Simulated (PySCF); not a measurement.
# BeH2Br−, a complex of two parts: interaction energy, part 2 of 3

PySCF 2.14.0. Atoms count from 0, parts from 1. Earlier steps stand in the parts before.

### 5 Coupled-cluster interaction energy: CCSD(T) and MP2, 2.39 Å

The job: settings as JSON, then the geometry in Å.

```
{"job": {"kind": "intercc", "basis": "aug-cc-pVDZ", "basis_mid": "aug-cc-pVTZ", "basis_large": "aug-cc-pVQZ"}, "charge": -1, "multiplicity": 1, "parts": [{"atoms": "0-2", "charge": 0, "multiplicity": 1}, {"atoms": "3-3", "charge": -1, "multiplicity": 1}]}
Be    -0.132258    -0.066135    -0.432114
H      0.138863     1.258746    -0.091580
H     -0.079220    -1.189034     0.393320
Br    -0.764568    -0.459807    -2.705375
```

Level: CCSD(T)/aug-cc-pVDZ and MP2/aug-cc-pVTZ, aug-cc-pVQZ counterpoise interaction energy, frozen core, gas phase.

What it wrote:

```text
part 1, own basis, geometry of the cluster: E = -15.7465579929 (as before)

part 2, own basis, geometry of the cluster: E = -2572.5340453779 (as before)

part 1, own basis, relaxed alone: E = -15.7719336781 (as before)

part 2, own basis, relaxed alone: E = -2572.5340453779 (as before)

cluster
final grid: 4752 points
cycle   1  E = -2588.3421134326  dE = -4.015e-02  |g| = 8.939e-02  |ddm| = 1.112e+00
cycle   2  E = -2588.3473295672  dE = -5.216e-03  |g| = 3.355e-02  |ddm| = 2.764e-01
cycle   3  E = -2588.3482472796  dE = -9.177e-04  |g| = 1.481e-02  |ddm| = 9.796e-02
cycle   4  E = -2588.3484599934  dE = -2.127e-04  |g| = 2.696e-03  |ddm| = 6.629e-02
cycle   5  E = -2588.3484659872  dE = -5.994e-06  |g| = 9.500e-04  |ddm| = 8.862e-03
cycle   6  E = -2588.3484665558  dE = -5.686e-07  |g| = 1.609e-04  |ddm| = 3.013e-03
cycle   7  E = -2588.3484665839  dE = -2.815e-08  |g| = 2.781e-05  |ddm| = 7.702e-04
cycle   8  E = -2588.3484665849  dE = -9.341e-10  |g| = 5.811e-06  |ddm| = 1.581e-04
converged SCF energy = -2588.3484665849

part 1 in the basis of the cluster
final grid: 4752 points
cycle   1  E = -15.7465900428  dE = -4.285e-05  |g| = 1.300e-03  |ddm| = 2.159e-01
cycle   2  E = -15.7465906526  dE = -6.098e-07  |g| = 1.768e-04  |ddm| = 2.477e-02
cycle   3  E = -15.7465906688  dE = -1.623e-08  |g| = 1.538e-05  |ddm| = 3.969e-03
cycle   4  E = -15.7465906691  dE = -2.057e-10  |g| = 2.881e-06  |ddm| = 2.706e-04
converged SCF energy = -15.7465906691

part 2 in the basis of the cluster
final grid: 4752 points
cycle   1  E = -2572.5337249107  dE = -3.192e-05  |g| = 1.286e-03  |ddm| = 9.516e-02
cycle   2  E = -2572.5337257050  dE = -7.943e-07  |g| = 3.027e-04  |ddm| = 9.409e-03
cycle   3  E = -2572.5337257809  dE = -7.594e-08  |g| = 1.655e-04  |ddm| = 2.342e-03
cycle   4  E = -2572.5337257884  dE = -7.524e-09  |g| = 2.879e-05  |ddm| = 5.606e-04
cycle   5  E = -2572.5337257894  dE = -9.813e-10  |g| = 3.836e-06  |ddm| = 3.292e-04
converged SCF energy = -2572.5337257894

Interaction energy (kcal/mol)
  counterpoise      -47.146
  uncorrected       -49.431
  dispersion part     0.000
  deformation        15.061
  binding           -32.085

Decomposition of the uncorrected value (kcal/mol)
  electrostatic     -43.542
  Pauli              29.909
  orbital           -29.180
  dispersion          0.000
  correlation        -6.619

Charge of each part in the cluster: -0.122 -0.878
part 1, own basis, geometry of the cluster: E = -15.7475685757 (as before)

part 2, own basis, geometry of the cluster: E = -2572.5363904065 (as before)

part 1, own basis, relaxed alone: E = -15.7730139516 (as before)

part 2, own basis, relaxed alone: E = -2572.5363904065 (as before)

cluster
final grid: 4752 points
cycle   1  E = -2588.3455328457  dE = -4.015e-02  |g| = 9.319e-02  |ddm| = 1.114e+00
cycle   2  E = -2588.3507663365  dE = -5.233e-03  |g| = 3.596e-02  |ddm| = 2.732e-01
cycle   3  E = -2588.3516666929  dE = -9.004e-04  |g| = 1.585e-02  |ddm| = 9.481e-02
cycle   4  E = -2588.3519104591  dE = -2.438e-04  |g| = 3.257e-03  |ddm| = 7.277e-02
cycle   5  E = -2588.3519171637  dE = -6.705e-06  |g| = 1.199e-03  |ddm| = 1.105e-02
cycle   6  E = -2588.3519180976  dE = -9.339e-07  |g| = 1.808e-04  |ddm| = 4.568e-03
cycle   7  E = -2588.3519181320  dE = -3.444e-08  |g| = 3.062e-05  |ddm| = 8.666e-04
cycle   8  E = -2588.3519181331  dE = -1.081e-09  |g| = 6.826e-06  |ddm| = 1.886e-04
cycle   9  E = -2588.3519181332  dE = -5.684e-11  |g| = 1.877e-06  |ddm| = 4.559e-05
converged SCF energy = -2588.3519181332

part 1 in the basis of the cluster
final grid: 4752 points
cycle   1  E = -15.7475627013  dE = -3.567e-06  |g| = 3.386e-04  |ddm| = 9.807e-02
cycle   2  E = -15.7475627389  dE = -3.758e-08  |g| = 4.113e-05  |ddm| = 1.086e-02
cycle   3  E = -15.7475627397  dE = -8.424e-10  |g| = 3.812e-06  |ddm| = 1.635e-03
converged SCF energy = -15.7475627397

part 2 in the basis of the cluster
final grid: 4752 points
cycle   1  E = -2572.5360568322  dE = -8.273e-06  |g| = 1.120e-03  |ddm| = 4.734e-02
cycle   2  E = -2572.5360574185  dE = -5.864e-07  |g| = 4.947e-04  |ddm| = 4.788e-03
cycle   3  E = -2572.5360574864  dE = -6.784e-08  |g| = 1.577e-04  |ddm| = 1.793e-03
cycle   4  E = -2572.5360575021  dE = -1.576e-08  |g| = 2.648e-05  |ddm| = 9.475e-04
cycle   5  E = -2572.5360575027  dE = -5.889e-10  |g| = 4.039e-06  |ddm| = 2.678e-04
converged SCF energy = -2572.5360575027

Interaction energy (kcal/mol)
  counterpoise      -47.561
  uncorrected       -49.181
  dispersion part     0.000
  deformation        15.164
  binding           -32.397

Decomposition of the uncorrected value (kcal/mol)
  electrostatic     -43.459
  Pauli              29.796
  orbital           -29.203
  dispersion          0.000
  correlation        -6.315

Charge of each part in the cluster: -0.121 -0.879
part 1 in the basis of the cluster: E(HF) = -15.743184098  E2 = -0.054017644  E(CCSD corr) = -0.071793434  (T) = -0.000575740
part 2 in the basis of the cluster: E(HF) = -2572.462721590  E2 = -0.150011163  E(CCSD corr) = -0.159055487  (T) = -0.004055141
cluster: E(HF) = -2588.272790613  E2 = -0.209541805  E(CCSD corr) = -0.235291334  (T) = -0.005469980

Counterpoise interaction energy (kcal/mol)
  hf_small                 -41.971
  mp2_small                -45.430
  ccsd_small               -44.759
  ccsdt_small              -45.285
  hf_large                 -42.858
  mp2_large                -47.561
  hf_middle                -42.765
  mp2_middle               -47.146
  scs_mp2_large            -46.398
  mp2_limit                -47.796
  ccsdt_less_mp2             0.145
  ccsdt_limit_estimate     -47.651
  bsse_mp2_large             1.620
```

Wall time 43 s (1 thread of Arm Neoverse N1, shared host); peak memory 0.5 GiB.

Contacts at this geometry (a selection, picked against the atoms' radii; other short pairs can be missing):

| atoms | distance (Å) | kind (by distance and angle) | angle (°) |
| --- | --- | --- | --- |
| Be0···Br3 | 2.39 | bonding distance | – |

Differences are taken before rounding.

| method | interaction energy (kcal/mol) | from CCSD(T), limit estimate (kcal/mol) |
| --- | --- | --- |
| HF/aug-cc-pVDZ | -41.97 | +5.68 |
| MP2/aug-cc-pVDZ | -45.43 | +2.22 |
| CCSD/aug-cc-pVDZ | -44.76 | +2.89 |
| CCSD(T)/aug-cc-pVDZ | -45.29 | +2.37 |
| HF/aug-cc-pVQZ | -42.86 | +4.79 |
| MP2/aug-cc-pVQZ | -47.56 | +0.09 |
| SCS-MP2/aug-cc-pVQZ | -46.40 | +1.25 |
| MP2, extrapolated | -47.80 | -0.15 |
| CCSD(T), limit estimate | -47.65 | 0 |

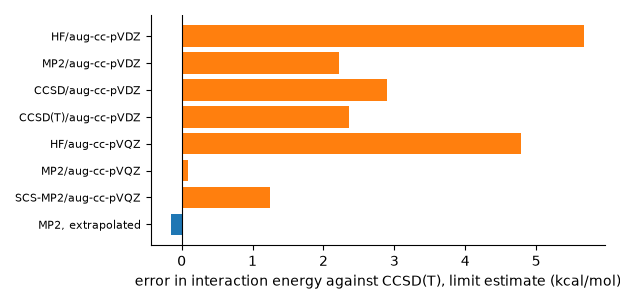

Error of each method against CCSD(T), limit estimate.

These energies keep the parts at their geometry in the cluster; deforming them to it costs 15.16 kcal/mol (MP2).

### 6 Coupled-cluster interaction energy: CCSD(T) and MP2, 2.07 Å

Same as in step 5 but for these lines:

```diff
@@ -4,2 +4,2 @@
 H     -0.079220    -1.189034     0.393320
-Br    -0.764568    -0.459807    -2.705375
+Br    -0.678344    -0.406125    -2.395385
```

With the program's defaults for keys left out, this is: CCSD(T)/aug-cc-pVDZ and MP2/aug-cc-pVTZ, aug-cc-pVQZ counterpoise interaction energy, frozen core, gas phase.

What it wrote:

```text
part 1, own basis, geometry of the cluster: E = -15.7465579929 (as before)

part 2, own basis, geometry of the cluster: E = -2572.5340453779 (as before)

part 1, own basis, relaxed alone: E = -15.7719336781 (as before)

part 2, own basis, relaxed alone: E = -2572.5340453779 (as before)

cluster
final grid: 4752 points
cycle   1  E = -2588.3386016562  dE = -6.731e-02  |g| = 1.232e-01  |ddm| = 1.730e+00
cycle   2  E = -2588.3463392180  dE = -7.738e-03  |g| = 4.367e-02  |ddm| = 3.973e-01
cycle   3  E = -2588.3475119899  dE = -1.173e-03  |g| = 1.790e-02  |ddm| = 1.186e-01
cycle   4  E = -2588.3477944930  dE = -2.825e-04  |g| = 2.775e-03  |ddm| = 8.624e-02
cycle   5  E = -2588.3478007802  dE = -6.287e-06  |g| = 9.523e-04  |ddm| = 1.072e-02
cycle   6  E = -2588.3478011900  dE = -4.098e-07  |g| = 1.773e-04  |ddm| = 2.915e-03
cycle   7  E = -2588.3478012220  dE = -3.202e-08  |g| = 3.423e-05  |ddm| = 9.706e-04
cycle   8  E = -2588.3478012234  dE = -1.400e-09  |g| = 7.681e-06  |ddm| = 1.753e-04
cycle   9  E = -2588.3478012235  dE = -7.458e-11  |g| = 1.288e-06  |ddm| = 6.008e-05
converged SCF energy = -2588.3478012235

part 1 in the basis of the cluster
final grid: 4752 points
cycle   1  E = -15.7466078988  dE = -6.083e-05  |g| = 1.588e-03  |ddm| = 2.391e-01
cycle   2  E = -15.7466088068  dE = -9.080e-07  |g| = 2.221e-04  |ddm| = 2.978e-02
cycle   3  E = -15.7466088335  dE = -2.661e-08  |g| = 2.080e-05  |ddm| = 5.090e-03
cycle   4  E = -15.7466088338  dE = -3.655e-10  |g| = 3.481e-06  |ddm| = 3.917e-04
converged SCF energy = -15.7466088338

part 2 in the basis of the cluster
final grid: 4752 points
cycle   1  E = -2572.5337080572  dE = -3.906e-05  |g| = 1.426e-03  |ddm| = 1.087e-01
cycle   2  E = -2572.5337089641  dE = -9.069e-07  |g| = 2.952e-04  |ddm| = 1.004e-02
cycle   3  E = -2572.5337090477  dE = -8.362e-08  |g| = 1.528e-04  |ddm| = 2.636e-03
cycle   4  E = -2572.5337090544  dE = -6.733e-09  |g| = 3.041e-05  |ddm| = 5.646e-04
cycle   5  E = -2572.5337090555  dE = -1.085e-09  |g| = 3.683e-06  |ddm| = 4.188e-04
cycle   6  E = -2572.5337090555  dE = -1.910e-11  |g| = 8.579e-07  |ddm| = 7.828e-05
converged SCF energy = -2572.5337090555

Interaction energy (kcal/mol)
  counterpoise      -48.300
  uncorrected       -51.728
  dispersion part     0.000
  deformation        15.061
  binding           -33.239

Decomposition of the uncorrected value (kcal/mol)
  electrostatic     -62.078
  Pauli              67.676
  orbital           -48.009
  dispersion          0.000
  correlation        -9.318

Charge of each part in the cluster: -0.137 -0.863
part 1, own basis, geometry of the cluster: E = -15.7475685757 (as before)

part 2, own basis, geometry of the cluster: E = -2572.5363904065 (as before)

part 1, own basis, relaxed alone: E = -15.7730139516 (as before)

part 2, own basis, relaxed alone: E = -2572.5363904065 (as before)

cluster
final grid: 4752 points
cycle   1  E = -2588.3420957778  dE = -6.747e-02  |g| = 1.311e-01  |ddm| = 1.755e+00
cycle   2  E = -2588.3499034460  dE = -7.808e-03  |g| = 4.805e-02  |ddm| = 4.002e-01
cycle   3  E = -2588.3510881321  dE = -1.185e-03  |g| = 1.896e-02  |ddm| = 1.161e-01
cycle   4  E = -2588.3514017691  dE = -3.136e-04  |g| = 3.281e-03  |ddm| = 9.260e-02
cycle   5  E = -2588.3514084922  dE = -6.723e-06  |g| = 1.286e-03  |ddm| = 1.240e-02
cycle   6  E = -2588.3514092731  dE = -7.810e-07  |g| = 1.965e-04  |ddm| = 4.727e-03
cycle   7  E = -2588.3514093126  dE = -3.941e-08  |g| = 3.772e-05  |ddm| = 1.016e-03
cycle   8  E = -2588.3514093142  dE = -1.622e-09  |g| = 9.025e-06  |ddm| = 2.220e-04
cycle   9  E = -2588.3514093143  dE = -9.595e-11  |g| = 1.638e-06  |ddm| = 7.628e-05
converged SCF energy = -2588.3514093143

part 1 in the basis of the cluster
final grid: 4752 points
cycle   1  E = -15.7475647797  dE = -5.555e-06  |g| = 4.331e-04  |ddm| = 1.030e-01
cycle   2  E = -15.7475648305  dE = -5.083e-08  |g| = 4.821e-05  |ddm| = 1.227e-02
cycle   3  E = -15.7475648316  dE = -1.158e-09  |g| = 5.075e-06  |ddm| = 2.039e-03
cycle   4  E = -15.7475648317  dE = -1.971e-11  |g| = 7.464e-07  |ddm| = 2.086e-04
converged SCF energy = -15.7475648317

part 2 in the basis of the cluster
final grid: 4752 points
cycle   1  E = -2572.5360346387  dE = -9.285e-06  |g| = 1.188e-03  |ddm| = 6.022e-02
cycle   2  E = -2572.5360352828  dE = -6.441e-07  |g| = 5.257e-04  |ddm| = 6.073e-03
cycle   3  E = -2572.5360353570  dE = -7.421e-08  |g| = 1.658e-04  |ddm| = 2.045e-03
cycle   4  E = -2572.5360353739  dE = -1.692e-08  |g| = 2.790e-05  |ddm| = 1.200e-03
cycle   5  E = -2572.5360353745  dE = -6.194e-10  |g| = 3.700e-06  |ddm| = 3.574e-04
converged SCF energy = -2572.5360353745

Interaction energy (kcal/mol)
  counterpoise      -49.211
  uncorrected       -51.778
  dispersion part     0.000
  deformation        15.164
  binding           -34.047

Decomposition of the uncorrected value (kcal/mol)
  electrostatic     -61.872
  Pauli              67.494
  orbital           -48.183
  dispersion          0.000
  correlation        -9.217

Charge of each part in the cluster: -0.136 -0.864
part 1 in the basis of the cluster: E(HF) = -15.743249764  E2 = -0.054132487  E(CCSD corr) = -0.071902418  (T) = -0.000579248
part 2 in the basis of the cluster: E(HF) = -2572.462766820  E2 = -0.151538126  E(CCSD corr) = -0.160727344  (T) = -0.004263019
cluster: E(HF) = -2588.271307462  E2 = -0.212215796  E(CCSD corr) = -0.237647554  (T) = -0.005628221

Counterpoise interaction energy (kcal/mol)
  hf_small                 -40.971
  mp2_small                -45.078
  ccsd_small               -44.119
  ccsdt_small              -44.613
  hf_large                 -42.551
  mp2_large                -49.211
  hf_middle                -42.346
  mp2_middle               -48.300
  scs_mp2_large            -47.547
  mp2_limit                -49.727
  ccsdt_less_mp2             0.465
  ccsdt_limit_estimate     -49.261
  bsse_mp2_large             2.567
```

Wall time 43 s (1 thread of Arm Neoverse N1, shared host); peak memory 0.5 GiB.

Contacts at this geometry (a selection, picked against the atoms' radii; other short pairs can be missing):

| atoms | distance (Å) | kind (by distance and angle) | angle (°) |
| --- | --- | --- | --- |
| Be0···Br3 | 2.07 | bonding distance | – |

| method | interaction energy (kcal/mol) | from CCSD(T), limit estimate (kcal/mol) |
| --- | --- | --- |
| HF/aug-cc-pVDZ | -40.97 | +8.29 |
| MP2/aug-cc-pVDZ | -45.08 | +4.18 |
| CCSD/aug-cc-pVDZ | -44.12 | +5.14 |
| CCSD(T)/aug-cc-pVDZ | -44.61 | +4.65 |
| HF/aug-cc-pVQZ | -42.55 | +6.71 |
| MP2/aug-cc-pVQZ | -49.21 | +0.05 |
| SCS-MP2/aug-cc-pVQZ | -47.55 | +1.71 |
| MP2, extrapolated | -49.73 | -0.47 |
| CCSD(T), limit estimate | -49.26 | 0 |

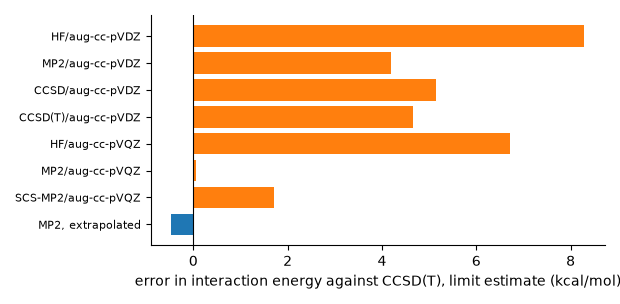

Error of each method against CCSD(T), limit estimate.

These energies keep the parts at their geometry in the cluster; deforming them to it costs 15.16 kcal/mol (MP2).

### 7 Coupled-cluster interaction energy: CCSD(T) and MP2, 2.72 Å

Same as in step 6 but for these lines:

```diff
@@ -4,2 +4,2 @@
 H     -0.079220    -1.189034     0.393320
-Br    -0.678344    -0.406125    -2.395385
+Br    -0.850792    -0.513490    -3.015365
```

Method: CCSD(T)/aug-cc-pVDZ and MP2/aug-cc-pVTZ, aug-cc-pVQZ counterpoise interaction energy, frozen core, gas phase.

What it wrote:

```text
part 1, own basis, geometry of the cluster: E = -15.7465579929 (as before)

part 2, own basis, geometry of the cluster: E = -2572.5340453779 (as before)

part 1, own basis, relaxed alone: E = -15.7719336781 (as before)

part 2, own basis, relaxed alone: E = -2572.5340453779 (as before)

cluster
final grid: 4752 points
cycle   1  E = -2588.3330583359  dE = -2.379e-02  |g| = 6.523e-02  |ddm| = 7.323e-01
cycle   2  E = -2588.3364515678  dE = -3.393e-03  |g| = 2.565e-02  |ddm| = 1.918e-01
cycle   3  E = -2588.3371280928  dE = -6.765e-04  |g| = 1.136e-02  |ddm| = 8.100e-02
cycle   4  E = -2588.3372634524  dE = -1.354e-04  |g| = 2.268e-03  |ddm| = 4.814e-02
cycle   5  E = -2588.3372680615  dE = -4.609e-06  |g| = 7.764e-04  |ddm| = 7.695e-03
cycle   6  E = -2588.3372684794  dE = -4.179e-07  |g| = 1.310e-04  |ddm| = 2.426e-03
cycle   7  E = -2588.3372684981  dE = -1.874e-08  |g| = 2.185e-05  |ddm| = 5.631e-04
cycle   8  E = -2588.3372684987  dE = -5.430e-10  |g| = 5.300e-06  |ddm| = 1.287e-04
converged SCF energy = -2588.3372684987

part 1 in the basis of the cluster
final grid: 4752 points
cycle   1  E = -15.7465814981  dE = -3.404e-05  |g| = 1.118e-03  |ddm| = 1.734e-01
cycle   2  E = -15.7465819101  dE = -4.120e-07  |g| = 1.415e-04  |ddm| = 1.895e-02
cycle   3  E = -15.7465819199  dE = -9.807e-09  |g| = 1.252e-05  |ddm| = 2.905e-03
cycle   4  E = -15.7465819200  dE = -1.375e-10  |g| = 2.645e-06  |ddm| = 1.981e-04
converged SCF energy = -15.7465819200

part 2 in the basis of the cluster
final grid: 4752 points
cycle   1  E = -2572.5337447359  dE = -2.399e-05  |g| = 1.143e-03  |ddm| = 6.373e-02
cycle   2  E = -2572.5337454215  dE = -6.856e-07  |g| = 3.104e-04  |ddm| = 6.738e-03
cycle   3  E = -2572.5337454901  dE = -6.860e-08  |g| = 1.644e-04  |ddm| = 1.655e-03
cycle   4  E = -2572.5337454985  dE = -8.427e-09  |g| = 2.606e-05  |ddm| = 5.207e-04
cycle   5  E = -2572.5337454993  dE = -8.154e-10  |g| = 4.128e-06  |ddm| = 2.172e-04
converged SCF energy = -2572.5337454993

Interaction energy (kcal/mol)
  counterpoise      -38.913
  uncorrected       -40.426
  dispersion part     0.000
  deformation        15.061
  binding           -23.852

Decomposition of the uncorrected value (kcal/mol)
  electrostatic     -31.411
  Pauli              13.214
  orbital           -17.571
  dispersion          0.000
  correlation        -4.658

Charge of each part in the cluster: -0.098 -0.902
part 1, own basis, geometry of the cluster: E = -15.7475685757 (as before)

part 2, own basis, geometry of the cluster: E = -2572.5363904065 (as before)

part 1, own basis, relaxed alone: E = -15.7730139516 (as before)

part 2, own basis, relaxed alone: E = -2572.5363904065 (as before)

cluster
final grid: 4752 points
cycle   1  E = -2588.3364478126  dE = -2.376e-02  |g| = 6.727e-02  |ddm| = 7.160e-01
cycle   2  E = -2588.3398466863  dE = -3.399e-03  |g| = 2.698e-02  |ddm| = 1.903e-01
cycle   3  E = -2588.3405028833  dE = -6.562e-04  |g| = 1.231e-02  |ddm| = 8.051e-02
cycle   4  E = -2588.3406632664  dE = -1.604e-04  |g| = 2.711e-03  |ddm| = 5.592e-02
cycle   5  E = -2588.3406684473  dE = -5.181e-06  |g| = 9.830e-04  |ddm| = 9.557e-03
cycle   6  E = -2588.3406691251  dE = -6.778e-07  |g| = 1.495e-04  |ddm| = 3.721e-03
cycle   7  E = -2588.3406691483  dE = -2.322e-08  |g| = 2.492e-05  |ddm| = 7.020e-04
cycle   8  E = -2588.3406691489  dE = -6.348e-10  |g| = 7.190e-06  |ddm| = 1.409e-04
converged SCF energy = -2588.3406691489

part 1 in the basis of the cluster
final grid: 4752 points
cycle   1  E = -15.7475621602  dE = -2.840e-06  |g| = 2.912e-04  |ddm| = 6.716e-02
cycle   2  E = -15.7475621881  dE = -2.786e-08  |g| = 3.423e-05  |ddm| = 6.477e-03
cycle   3  E = -15.7475621886  dE = -5.731e-10  |g| = 3.106e-06  |ddm| = 9.797e-04
converged SCF energy = -15.7475621886

part 2 in the basis of the cluster
final grid: 4752 points
cycle   1  E = -2572.5360826605  dE = -7.228e-06  |g| = 1.044e-03  |ddm| = 3.591e-02
cycle   2  E = -2572.5360831901  dE = -5.296e-07  |g| = 4.600e-04  |ddm| = 4.053e-03
cycle   3  E = -2572.5360832518  dE = -6.165e-08  |g| = 1.495e-04  |ddm| = 1.580e-03
cycle   4  E = -2572.5360832665  dE = -1.470e-08  |g| = 2.505e-05  |ddm| = 7.439e-04
cycle   5  E = -2572.5360832670  dE = -5.771e-10  |g| = 4.436e-06  |ddm| = 1.776e-04
converged SCF energy = -2572.5360832670

Interaction energy (kcal/mol)
  counterpoise      -39.104
  uncorrected       -40.215
  dispersion part     0.000
  deformation        15.164
  binding           -23.940

Decomposition of the uncorrected value (kcal/mol)
  electrostatic     -31.359
  Pauli              13.131
  orbital           -17.561
  dispersion          0.000
  correlation        -4.425

Charge of each part in the cluster: -0.097 -0.903
part 1 in the basis of the cluster: E(HF) = -15.743133006  E2 = -0.053950618  E(CCSD corr) = -0.071736946  (T) = -0.000573311
part 2 in the basis of the cluster: E(HF) = -2572.462684040  E2 = -0.149008293  E(CCSD corr) = -0.157970842  (T) = -0.003909925
cluster: E(HF) = -2588.262096579  E2 = -0.207274351  E(CCSD corr) = -0.233194521  (T) = -0.005296647

Counterpoise interaction energy (kcal/mol)
  hf_small                 -35.316
  mp2_small                -38.024
  ccsd_small               -37.504
  ccsdt_small              -38.014
  hf_large                 -35.783
  mp2_large                -39.104
  hf_middle                -35.731
  mp2_middle               -38.913
  scs_mp2_large            -38.278
  mp2_limit                -39.206
  ccsdt_less_mp2             0.010
  ccsdt_limit_estimate     -39.197
  bsse_mp2_large             1.111
```

Wall time 43 s (1 thread of Arm Neoverse N1, shared host); peak memory 0.5 GiB.

Contacts at this geometry (a selection, picked against the atoms' radii; other short pairs can be missing):

| atoms | distance (Å) | kind (by distance and angle) | angle (°) |
| --- | --- | --- | --- |
| Be0···Br3 | 2.72 | coordination | – |

Differences are taken before rounding.

| method | interaction energy (kcal/mol) | from CCSD(T), limit estimate (kcal/mol) |
| --- | --- | --- |
| HF/aug-cc-pVDZ | -35.32 | +3.88 |
| MP2/aug-cc-pVDZ | -38.02 | +1.17 |
| CCSD/aug-cc-pVDZ | -37.50 | +1.69 |
| CCSD(T)/aug-cc-pVDZ | -38.01 | +1.18 |
| HF/aug-cc-pVQZ | -35.78 | +3.41 |
| MP2/aug-cc-pVQZ | -39.10 | +0.09 |
| SCS-MP2/aug-cc-pVQZ | -38.28 | +0.92 |
| MP2, extrapolated | -39.21 | -0.01 |
| CCSD(T), limit estimate | -39.20 | 0 |

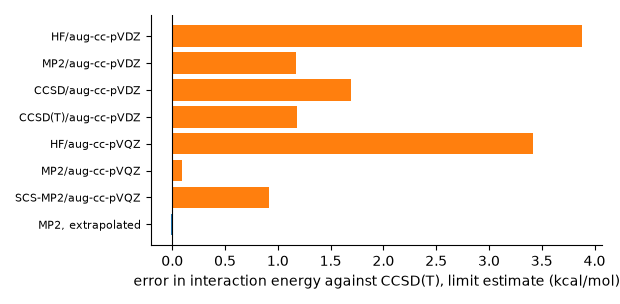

Error of each method against CCSD(T), limit estimate.

These energies keep the parts at their geometry in the cluster; deforming them to it costs 15.16 kcal/mol (MP2).

(Part 2 of 3 ends here.)
